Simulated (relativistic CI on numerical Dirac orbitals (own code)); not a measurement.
# Ru²⁺: relativistic CI calculation

- system: Ru²⁺.
- method: Dirac-Coulomb-Breit CI, KLI orbitals optimised for each configuration, model QED (radiative potential, 1s self-energy scaled to tabulated hydrogen-like ionisation energies), valence Slater integrals scaled by 0.7, multiplet model of core-to-valence dipole absorption in a parametric crystal field (relativistic CI on numerical Dirac orbitals, in-house)

### Results in brief

```tsv
quantity	value
outcome	converged
hardware	1 CPU thread, shared host
```

### Remarks

Caveats: free-ion energies, so absolute edge positions are off by a few eV from solids.

### Input file
```
atom Ru  Z=44  charge=2  electrons=42
nucleus A=102  rms_radius_fm=4.4809
hamiltonian dirac-coulomb  breit=on  qed=on  c_scale=1
orbitals kli  potential=per-configuration
slater_scale 0.7
correlation none
mixing on
configurations
  [Kr] 4d6
  [He] 2s2 2p5 3s2 3p6 3d10 4s2 4p6 4d7
end
absorption L2,3 T=10 lorentz=1.6 gauss=0.5
crystal_field D3d 10Dq=12700 Dsigma=440 Dtau=-470
```

The program writes its results to a structured record and prints no log; tables and figures of this report are taken from that record.

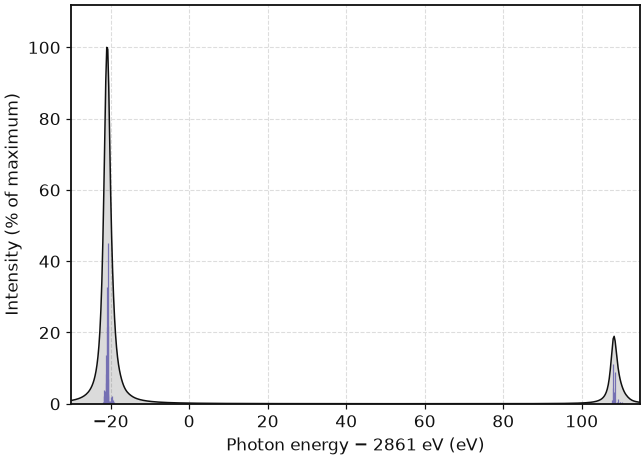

Figure 1. L₂,₃ X-ray absorption of Ru²⁺ (ruthenium, Z = 44), [Kr] 4d⁶, in a field of D3d symmetry with 10Dq = 12,700, Dσ = 440, Dτ = −470 cm⁻¹. Sticks are the strongest transitions, on a scale of their own. Multiplet model: relativistic Dirac–Coulomb–Breit theory, one configuration a step, Slater integrals scaled by 0.7, 10 K, Voigt broadening (Lorentzian 1.6 eV, Gaussian 0.5 eV full widths), computed with a radial Dirac CI code. The main maxima lie at 2840.1 eV (100) and 2969.2 eV (19), heights in % of the largest; the centroid is at 2861.3 eV. The lower edge holds 0.84 of the intensity (branching ratio, edges parted at 2907 eV), and the core spin-orbit splitting of the orbitals is 133 eV. The ground state has S = 0.51.
